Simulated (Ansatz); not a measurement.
# Molecular dynamics, with input and output: CH$_{6}$O$_{2}$Sn (part 1 of 5)

- system: CH$_{6}$O$_{2}$Sn
- method: RHF/def2-SVP (Ansatz 0.2.0)

It belongs to a series of runs on one base structure; here: dynamics from the start. Figures and captions count atoms from 1; the log counts them from 0 in places.

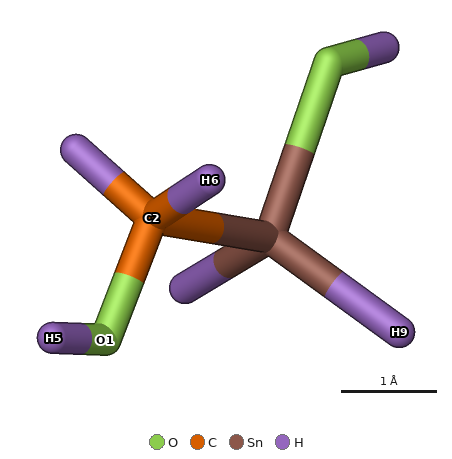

Figure 1. The starting structure (stick view, seen at a tilt; atoms are numbered from 1 in the order of the input). Sticks mark near contacts. Bond lengths as drawn: C–H 1.09 Å, C–O 1.40 Å, C–Sn 2.16 Å, H–O 0.94 Å, H–Sn 1.71 Å and O–Sn 1.98 Å.

### Input
```yaml
crystal:
  periodic: [false, false, false]
  atoms:
    - { symbol: O, position_ang: [-2.068318, 0.370508, -0.019129] }
    - { symbol: C, position_ang: [-0.772398, 0.742261, -0.40656] }
    - { symbol: Sn, position_ang: [0.551526, -0.741844, 0.435391] }
    - { symbol: O, position_ang: [2.342607, -0.171206, -0.175086] }
    - { symbol: H, position_ang: [-2.701929, 0.983201, -0.359035] }
    - { symbol: H, position_ang: [-0.498036, 1.731921, -0.03045] }
    - { symbol: H, position_ang: [-0.656175, 0.759598, -1.493902] }
    - { symbol: H, position_ang: [0.248598, -2.311175, -0.174224] }
    - { symbol: H, position_ang: [0.539209, -0.737459, 2.146208] }
    - { symbol: H, position_ang: [3.097915, -0.676905, 0.079585] }
basis:
  gaussian: { orbitals: def2-SVP }
hamiltonian:
  xc: hf
md:
  timestep: 1.0
  n_steps: 150
  ensemble: nve
  temperature: 300.0
  initial_velocities: maxwell_boltzmann
  seed: 255317
  masses: [{ species: H, mass: 3.016 }]
scf:
  lower_state_search: "off"
```

Machine: 1 thread of an x86-64 CPU, shared host.

Launched with:
```bash
ansatz run input.yaml --threads 1 --pin off --max-ram 2048MiB --backend cpu --events-out ev --progress --plain --runs-dir out
```

### Output
```
Engine: ansatz 0.2.0, x86_64-unknown-linux-gnu
Functional definition: HF
  exchange = exact_x
  correlation = 0
these checks for a lower state are left out or cut short: stability, starts, cluster_reference, orbital_swaps, neighbouring_geometries, increment
1139 factors; integrals over basis functions are off by at most 3.7e-4 eV
mean field evaluation 1: about -10996.1243 eV, gradient 4.4e1 eV
mean field evaluation 2: about -10996.2452 eV, gradient 4.4e1 eV
mean field evaluation 4: about -11000.1016 eV, gradient 3.2e0 eV
mean field evaluation 8: about -11000.1446 eV, gradient 5.1e-2 eV
mean field -11000.14464417 eV, -404.2478595074 hartree, gradient 1.8e-6 eV, S^2 0.000000; 0 other end points of the search recorded, 0 dependent functions left out
the calculation of the forces begins
reference -11000.14464417 eV, -404.2478595074 hartree; 25, 25 occupied and 73, 73 virtual orbitals, 1139 factors
md step     0: t =     0.00 fs  T =   300.0 K  F+E_penalty+E_count = -11000.14464417 eV  E_kin = 0.310224 eV  conserved = -10999.83442017 eV  (26 SCF iters)
these checks for a lower state are left out or cut short: stability, starts, cluster_reference, orbital_swaps, neighbouring_geometries, increment
1139 factors; integrals over basis functions are off by at most 3.7e-4 eV
mean field evaluation 16: about -10999.9664 eV, gradient 9.2e-3 eV
mean field -11000.12523194 eV, -404.2471461210 hartree, gradient 2.1e-6 eV, S^2 0.000000; 0 other end points of the search recorded, 0 dependent functions left out
the calculation of the forces begins
reference -11000.12523194 eV, -404.2471461210 hartree; 25, 25 occupied and 73, 73 virtual orbitals, 1139 factors
md step     1: t =     1.00 fs  T =   282.1 K  F+E_penalty+E_count = -11000.12523194 eV  E_kin = 0.291663 eV  conserved = -10999.83356876 eV  (27 SCF iters)
[... from here on the SCF iterations and repeated set-up lines of each step are left out, up to the last step ...]
md step     2: t =     2.00 fs  T =   240.6 K  F+E_penalty+E_count = -11000.08035561 eV  E_kin = 0.248783 eV  conserved = -10999.83157299 eV  (27 SCF iters)
md step     3: t =     3.00 fs  T =   202.8 K  F+E_penalty+E_count = -11000.03992413 eV  E_kin = 0.209709 eV  conserved = -10999.83021549 eV  (27 SCF iters)
md step     4: t =     4.00 fs  T =   187.2 K  F+E_penalty+E_count = -11000.02421227 eV  E_kin = 0.193529 eV  conserved = -10999.83068334 eV  (27 SCF iters)
md step     5: t =     5.00 fs  T =   188.1 K  F+E_penalty+E_count = -11000.02671083 eV  E_kin = 0.194537 eV  conserved = -10999.83217416 eV  (27 SCF iters)
md step     6: t =     6.00 fs  T =   185.7 K  F+E_penalty+E_count = -11000.02519728 eV  E_kin = 0.192078 eV  conserved = -10999.83311973 eV  (27 SCF iters)
md step     7: t =     7.00 fs  T =   166.4 K  F+E_penalty+E_count = -11000.00486912 eV  E_kin = 0.172045 eV  conserved = -10999.83282415 eV  (27 SCF iters)
md step     8: t =     8.00 fs  T =   133.7 K  F+E_penalty+E_count = -10999.96983381 eV  E_kin = 0.138255 eV  conserved = -10999.83157878 eV  (27 SCF iters)
md step     9: t =     9.00 fs  T =   105.2 K  F+E_penalty+E_count = -10999.93903637 eV  E_kin = 0.108769 eV  conserved = -10999.83026776 eV  (27 SCF iters)
md step    10: t =    10.00 fs  T =    99.0 K  F+E_penalty+E_count = -10999.93231090 eV  E_kin = 0.102375 eV  conserved = -10999.82993632 eV  (27 SCF iters)
md step    11: t =    11.00 fs  T =   119.5 K  F+E_penalty+E_count = -10999.95449263 eV  E_kin = 0.123533 eV  conserved = -10999.83096008 eV  (27 SCF iters)
md step    12: t =    12.00 fs  T =   152.3 K  F+E_penalty+E_count = -10999.99006325 eV  E_kin = 0.157492 eV  conserved = -10999.83257162 eV  (27 SCF iters)
md step    13: t =    13.00 fs  T =   175.3 K  F+E_penalty+E_count = -11000.01480571 eV  E_kin = 0.181320 eV  conserved = -10999.83348617 eV  (27 SCF iters)
md step    14: t =    14.00 fs  T =   176.4 K  F+E_penalty+E_count = -11000.01531049 eV  E_kin = 0.182380 eV  conserved = -10999.83293036 eV  (27 SCF iters)
md step    15: t =    15.00 fs  T =   163.4 K  F+E_penalty+E_count = -11000.00040048 eV  E_kin = 0.169003 eV  conserved = -10999.83139778 eV  (27 SCF iters)
md step    16: t =    16.00 fs  T =   157.1 K  F+E_penalty+E_count = -10999.99301246 eV  E_kin = 0.162503 eV  conserved = -10999.83050991 eV  (27 SCF iters)
md step    17: t =    17.00 fs  T =   169.2 K  F+E_penalty+E_count = -11000.00627158 eV  E_kin = 0.174992 eV  conserved = -10999.83127965 eV  (27 SCF iters)
md step    18: t =    18.00 fs  T =   189.7 K  F+E_penalty+E_count = -11000.02899696 eV  E_kin = 0.196196 eV  conserved = -10999.83280102 eV  (27 SCF iters)
md step    19: t =    19.00 fs  T =   198.1 K  F+E_penalty+E_count = -11000.03836807 eV  E_kin = 0.204825 eV  conserved = -10999.83354293 eV  (27 SCF iters)
md step    20: t =    20.00 fs  T =   183.4 K  F+E_penalty+E_count = -11000.02256616 eV  E_kin = 0.189606 eV  conserved = -10999.83296064 eV  (27 SCF iters)
md step    21: t =    21.00 fs  T =   153.3 K  F+E_penalty+E_count = -10999.99002376 eV  E_kin = 0.158509 eV  conserved = -10999.83151515 eV  (27 SCF iters)
md step    22: t =    22.00 fs  T =   128.2 K  F+E_penalty+E_count = -10999.96274898 eV  E_kin = 0.132554 eV  conserved = -10999.83019517 eV  (27 SCF iters)
md step    23: t =    23.00 fs  T =   126.4 K  F+E_penalty+E_count = -10999.96075576 eV  E_kin = 0.130726 eV  conserved = -10999.83002960 eV  (27 SCF iters)
md step    24: t =    24.00 fs  T =   150.0 K  F+E_penalty+E_count = -10999.98641003 eV  E_kin = 0.155149 eV  conserved = -10999.83126104 eV  (27 SCF iters)
md step    25: t =    25.00 fs  T =   181.9 K  F+E_penalty+E_count = -11000.02106291 eV  E_kin = 0.188093 eV  conserved = -10999.83297003 eV  (27 SCF iters)
md step    26: t =    26.00 fs  T =   198.4 K  F+E_penalty+E_count = -11000.03900163 eV  E_kin = 0.205193 eV  conserved = -10999.83380821 eV  (27 SCF iters)
md step    27: t =    27.00 fs  T =   188.5 K  F+E_penalty+E_count = -11000.02798545 eV  E_kin = 0.194950 eV  conserved = -10999.83303520 eV  (27 SCF iters)
md step    28: t =    28.00 fs  T =   163.4 K  F+E_penalty+E_count = -11000.00020207 eV  E_kin = 0.168973 eV  conserved = -10999.83122908 eV  (27 SCF iters)
md step    29: t =    29.00 fs  T =   147.6 K  F+E_penalty+E_count = -10999.98277577 eV  E_kin = 0.152646 eV  conserved = -10999.83012975 eV  (26 SCF iters)
md step    30: t =    30.00 fs  T =   155.8 K  F+E_penalty+E_count = -10999.99195436 eV  E_kin = 0.161086 eV  conserved = -10999.83086803 eV  (26 SCF iters)
md step    31: t =    31.00 fs  T =   178.2 K  F+E_penalty+E_count = -11000.01687971 eV  E_kin = 0.184318 eV  conserved = -10999.83256155 eV  (26 SCF iters)
md step    32: t =    32.00 fs  T =   191.9 K  F+E_penalty+E_count = -11000.03199443 eV  E_kin = 0.198424 eV  conserved = -10999.83357015 eV  (26 SCF iters)
md step    33: t =    33.00 fs  T =   182.0 K  F+E_penalty+E_count = -11000.02137508 eV  E_kin = 0.188188 eV  conserved = -10999.83318720 eV  (26 SCF iters)
md step    34: t =    34.00 fs  T =   153.4 K  F+E_penalty+E_count = -10999.99040376 eV  E_kin = 0.158618 eV  conserved = -10999.83178583 eV  (26 SCF iters)
md step    35: t =    35.00 fs  T =   125.7 K  F+E_penalty+E_count = -10999.96036469 eV  E_kin = 0.129962 eV  conserved = -10999.83040316 eV  (26 SCF iters)
md step    36: t =    36.00 fs  T =   118.0 K  F+E_penalty+E_count = -10999.95219171 eV  E_kin = 0.122042 eV  conserved = -10999.83014955 eV  (26 SCF iters)
md step    37: t =    37.00 fs  T =   133.9 K  F+E_penalty+E_count = -10999.96967801 eV  E_kin = 0.138423 eV  conserved = -10999.83125493 eV  (26 SCF iters)
md step    38: t =    38.00 fs  T =   158.0 K  F+E_penalty+E_count = -10999.99618547 eV  E_kin = 0.163400 eV  conserved = -10999.83278522 eV  (26 SCF iters)
md step    39: t =    39.00 fs  T =   169.5 K  F+E_penalty+E_count = -11000.00874226 eV  E_kin = 0.175268 eV  conserved = -10999.83347441 eV  (26 SCF iters)
md step    40: t =    40.00 fs  T =   159.3 K  F+E_penalty+E_count = -10999.99743295 eV  E_kin = 0.164754 eV  conserved = -10999.83267941 eV  (26 SCF iters)
md step    41: t =    41.00 fs  T =   139.1 K  F+E_penalty+E_count = -10999.97486977 eV  E_kin = 0.143846 eV  conserved = -10999.83102363 eV  (26 SCF iters)
md step    42: t =    42.00 fs  T =   131.2 K  F+E_penalty+E_count = -10999.96592143 eV  E_kin = 0.135698 eV  conserved = -10999.83022344 eV  (26 SCF iters)
md step    43: t =    43.00 fs  T =   146.1 K  F+E_penalty+E_count = -10999.98233667 eV  E_kin = 0.151085 eV  conserved = -10999.83125165 eV  (26 SCF iters)
md step    44: t =    44.00 fs  T =   170.1 K  F+E_penalty+E_count = -11000.00895220 eV  E_kin = 0.175940 eV  conserved = -10999.83301206 eV  (26 SCF iters)
md step    45: t =    45.00 fs  T =   179.4 K  F+E_penalty+E_count = -11000.01927286 eV  E_kin = 0.185469 eV  conserved = -10999.83380377 eV  (25 SCF iters)
md step    46: t =    46.00 fs  T =   162.2 K  F+E_penalty+E_count = -11000.00075959 eV  E_kin = 0.167700 eV  conserved = -10999.83305957 eV  (25 SCF iters)
md step    47: t =    47.00 fs  T =   128.5 K  F+E_penalty+E_count = -10999.96433963 eV  E_kin = 0.132927 eV  conserved = -10999.83141222 eV  (27 SCF iters)
md step    48: t =    48.00 fs  T =   101.4 K  F+E_penalty+E_count = -10999.93499683 eV  E_kin = 0.104890 eV  conserved = -10999.83010712 eV  (27 SCF iters)
md step    49: t =    49.00 fs  T =    99.0 K  F+E_penalty+E_count = -10999.93251513 eV  E_kin = 0.102348 eV  conserved = -10999.83016669 eV  (27 SCF iters)
md step    50: t =    50.00 fs  T =   120.4 K  F+E_penalty+E_count = -10999.95604624 eV  E_kin = 0.124547 eV  conserved = -10999.83149938 eV  (27 SCF iters)
md step    51: t =    51.00 fs  T =   147.5 K  F+E_penalty+E_count = -10999.98547616 eV  E_kin = 0.152485 eV  conserved = -10999.83299084 eV  (27 SCF iters)
md step    52: t =    52.00 fs  T =   159.4 K  F+E_penalty+E_count = -10999.99828452 eV  E_kin = 0.164828 eV  conserved = -10999.83345614 eV  (27 SCF iters)
md step    53: t =    53.00 fs  T =   150.3 K  F+E_penalty+E_count = -10999.98786671 eV  E_kin = 0.155433 eV  conserved = -10999.83243345 eV  (27 SCF iters)
md step    54: t =    54.00 fs  T =   134.9 K  F+E_penalty+E_count = -10999.97017184 eV  E_kin = 0.139453 eV  conserved = -10999.83071900 eV  (27 SCF iters)
md step    55: t =    55.00 fs  T =   136.1 K  F+E_penalty+E_count = -10999.97081171 eV  E_kin = 0.140747 eV  conserved = -10999.83006501 eV  (27 SCF iters)
md step    56: t =    56.00 fs  T =   162.4 K  F+E_penalty+E_count = -10999.99924643 eV  E_kin = 0.167961 eV  conserved = -10999.83128574 eV  (27 SCF iters)
md step    57: t =    57.00 fs  T =   197.4 K  F+E_penalty+E_count = -11000.03724679 eV  E_kin = 0.204091 eV  conserved = -10999.83315533 eV  (27 SCF iters)
md step    58: t =    58.00 fs  T =   215.1 K  F+E_penalty+E_count = -11000.05640740 eV  E_kin = 0.222410 eV  conserved = -10999.83399723 eV  (26 SCF iters)
md step    59: t =    59.00 fs  T =   203.0 K  F+E_penalty+E_count = -11000.04325217 eV  E_kin = 0.209955 eV  conserved = -10999.83329725 eV  (26 SCF iters)
md step    60: t =    60.00 fs  T =   170.4 K  F+E_penalty+E_count = -11000.00795460 eV  E_kin = 0.176249 eV  conserved = -10999.83170597 eV  (27 SCF iters)
md step    61: t =    61.00 fs  T =   139.4 K  F+E_penalty+E_count = -10999.97462040 eV  E_kin = 0.144176 eV  conserved = -10999.83044436 eV  (27 SCF iters)
md step    62: t =    62.00 fs  T =   127.6 K  F+E_penalty+E_count = -10999.96244696 eV  E_kin = 0.131990 eV  conserved = -10999.83045668 eV  (27 SCF iters)
md step    63: t =    63.00 fs  T =   135.2 K  F+E_penalty+E_count = -10999.97141653 eV  E_kin = 0.139805 eV  conserved = -10999.83161159 eV  (27 SCF iters)
md step    64: t =    64.00 fs  T =   146.3 K  F+E_penalty+E_count = -10999.98415310 eV  E_kin = 0.151271 eV  conserved = -10999.83288186 eV  (27 SCF iters)
md step    65: t =    65.00 fs  T =   143.4 K  F+E_penalty+E_count = -10999.98147705 eV  E_kin = 0.148260 eV  conserved = -10999.83321677 eV  (27 SCF iters)
md step    66: t =    66.00 fs  T =   122.3 K  F+E_penalty+E_count = -10999.95871549 eV  E_kin = 0.126498 eV  conserved = -10999.83221765 eV  (27 SCF iters)
md step    67: t =    67.00 fs  T =    97.5 K  F+E_penalty+E_count = -10999.93139968 eV  E_kin = 0.100775 eV  conserved = -10999.83062508 eV  (27 SCF iters)
md step    68: t =    68.00 fs  T =    90.2 K  F+E_penalty+E_count = -10999.92331327 eV  E_kin = 0.093276 eV  conserved = -10999.83003679 eV  (27 SCF iters)
md step    69: t =    69.00 fs  T =   108.2 K  F+E_penalty+E_count = -10999.94304424 eV  E_kin = 0.111893 eV  conserved = -10999.83115133 eV  (27 SCF iters)
md step    70: t =    70.00 fs  T =   136.7 K  F+E_penalty+E_count = -10999.97413970 eV  E_kin = 0.141344 eV  conserved = -10999.83279597 eV  (27 SCF iters)
md step    71: t =    71.00 fs  T =   153.2 K  F+E_penalty+E_count = -10999.99182534 eV  E_kin = 0.158379 eV  conserved = -10999.83344599 eV  (27 SCF iters)
md step    72: t =    72.00 fs  T =   148.0 K  F+E_penalty+E_count = -10999.98577377 eV  E_kin = 0.153065 eV  conserved = -10999.83270832 eV  (27 SCF iters)
md step    73: t =    73.00 fs  T =   131.1 K  F+E_penalty+E_count = -10999.96686820 eV  E_kin = 0.135587 eV  conserved = -10999.83128164 eV  (27 SCF iters)
md step    74: t =    74.00 fs  T =   122.2 K  F+E_penalty+E_count = -10999.95671167 eV  E_kin = 0.126363 eV  conserved = -10999.83034899 eV  (27 SCF iters)
md step    75: t =    75.00 fs  T =   134.1 K  F+E_penalty+E_count = -10999.96943406 eV  E_kin = 0.138710 eV  conserved = -10999.83072356 eV  (27 SCF iters)
md step    76: t =    76.00 fs  T =   161.8 K  F+E_penalty+E_count = -10999.99944992 eV  E_kin = 0.167338 eV  conserved = -10999.83211165 eV  (27 SCF iters)
md step    77: t =    77.00 fs  T =   186.1 K  F+E_penalty+E_count = -11000.02580768 eV  E_kin = 0.192406 eV  conserved = -10999.83340217 eV  (27 SCF iters)
md step    78: t =    78.00 fs  T =   189.0 K  F+E_penalty+E_count = -11000.02906337 eV  E_kin = 0.195484 eV  conserved = -10999.83357962 eV  (27 SCF iters)
md step    79: t =    79.00 fs  T =   169.0 K  F+E_penalty+E_count = -11000.00707999 eV  E_kin = 0.174722 eV  conserved = -10999.83235815 eV  (27 SCF iters)
md step    80: t =    80.00 fs  T =   143.5 K  F+E_penalty+E_count = -10999.97895020 eV  E_kin = 0.148342 eV  conserved = -10999.83060848 eV  (27 SCF iters)
md step    81: t =    81.00 fs  T =   136.3 K  F+E_penalty+E_count = -10999.97097706 eV  E_kin = 0.140963 eV  conserved = -10999.83001432 eV  (27 SCF iters)
md step    82: t =    82.00 fs  T =   155.3 K  F+E_penalty+E_count = -10999.99187493 eV  E_kin = 0.160605 eV  conserved = -10999.83127001 eV  (26 SCF iters)
md step    83: t =    83.00 fs  T =   183.6 K  F+E_penalty+E_count = -11000.02299361 eV  E_kin = 0.189878 eV  conserved = -10999.83311598 eV  (26 SCF iters)
md step    84: t =    84.00 fs  T =   195.8 K  F+E_penalty+E_count = -11000.03641838 eV  E_kin = 0.202517 eV  conserved = -10999.83390171 eV  (26 SCF iters)
md step    85: t =    85.00 fs  T =   180.4 K  F+E_penalty+E_count = -11000.01971327 eV  E_kin = 0.186579 eV  conserved = -10999.83313412 eV  (26 SCF iters)
md step    86: t =    86.00 fs  T =   147.6 K  F+E_penalty+E_count = -10999.98416630 eV  E_kin = 0.152644 eV  conserved = -10999.83152234 eV  (26 SCF iters)
md step    87: t =    87.00 fs  T =   119.7 K  F+E_penalty+E_count = -10999.95412242 eV  E_kin = 0.123769 eV  conserved = -10999.83035304 eV  (26 SCF iters)
md step    88: t =    88.00 fs  T =   113.0 K  F+E_penalty+E_count = -10999.94732190 eV  E_kin = 0.116827 eV  conserved = -10999.83049460 eV  (26 SCF iters)
md step    89: t =    89.00 fs  T =   125.8 K  F+E_penalty+E_count = -10999.96177353 eV  E_kin = 0.130116 eV  conserved = -10999.83165712 eV  (26 SCF iters)
md step    90: t =    90.00 fs  T =   142.2 K  F+E_penalty+E_count = -10999.97986021 eV  E_kin = 0.147049 eV  conserved = -10999.83281137 eV  (26 SCF iters)
md step    91: t =    91.00 fs  T =   146.0 K  F+E_penalty+E_count = -10999.98401047 eV  E_kin = 0.150958 eV  conserved = -10999.83305232 eV  (26 SCF iters)
md step    92: t =    92.00 fs  T =   134.3 K  F+E_penalty+E_count = -10999.97094902 eV  E_kin = 0.138861 eV  conserved = -10999.83208834 eV  (26 SCF iters)
md step    93: t =    93.00 fs  T =   120.9 K  F+E_penalty+E_count = -10999.95569020 eV  E_kin = 0.125025 eV  conserved = -10999.83066542 eV  (26 SCF iters)
md step    94: t =    94.00 fs  T =   124.8 K  F+E_penalty+E_count = -10999.95940115 eV  E_kin = 0.129093 eV  conserved = -10999.83030787 eV  (26 SCF iters)
md step    95: t =    95.00 fs  T =   150.4 K  F+E_penalty+E_count = -10999.98710781 eV  E_kin = 0.155520 eV  conserved = -10999.83158815 eV  (26 SCF iters)
md step    96: t =    96.00 fs  T =   180.5 K  F+E_penalty+E_count = -11000.01983673 eV  E_kin = 0.186612 eV  conserved = -10999.83322479 eV  (26 SCF iters)
md step    97: t =    97.00 fs  T =   192.8 K  F+E_penalty+E_count = -11000.03303569 eV  E_kin = 0.199364 eV  conserved = -10999.83367136 eV  (26 SCF iters)
md step    98: t =    98.00 fs  T =   180.8 K  F+E_penalty+E_count = -11000.01960156 eV  E_kin = 0.186949 eV  conserved = -10999.83265264 eV  (26 SCF iters)
md step    99: t =    99.00 fs  T =   158.1 K  F+E_penalty+E_count = -10999.99464314 eV  E_kin = 0.163517 eV  conserved = -10999.83112656 eV  (27 SCF iters)
md step   100: t =   100.00 fs  T =   145.7 K  F+E_penalty+E_count = -10999.98113094 eV  E_kin = 0.150713 eV  conserved = -10999.83041818 eV  (27 SCF iters)
```
